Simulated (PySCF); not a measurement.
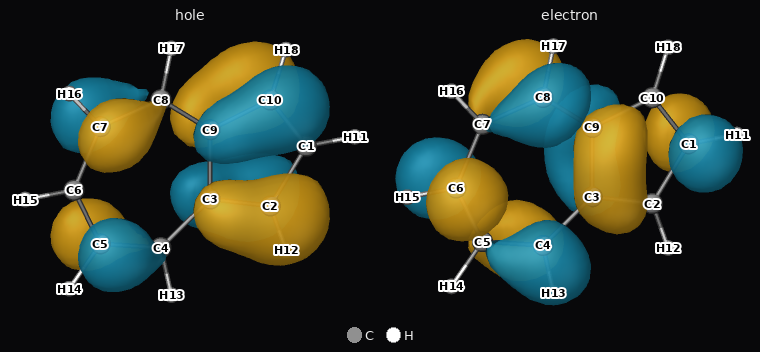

*C10H8, SMILES `C1=CC2=CC=CC=CC2=C1`. Leading natural transition orbital pair of S₁ (TDA singlet states); the surfaces enclose about 78 % of each orbital's density.*

Method: CAM-B3LYP/6-31G*; geometry: GFN2-xTB; program: PySCF. No frequency check shows the geometry to be a minimum. Without diffuse functions Rydberg states are missing, so the states' numbers hold for this basis only.

What kind of excitation is it, and where does it lie?

2.59 eV (478 nm), f = 0.014, π → π*; the leading pair carries 94 %; hole on C2 and C10 (21 % each), C3 and C9 (11 % each) and C5 and C7 (9 % each), electron on C4, C6 and C8 (14 % each), C3 and C9 (12 % each) and C1 (10 %); their centroids lie 0.9 Å apart. In canonical orbitals it is mainly HOMO → LUMO (93 %). The HOMO–LUMO gap is 5.75 eV.
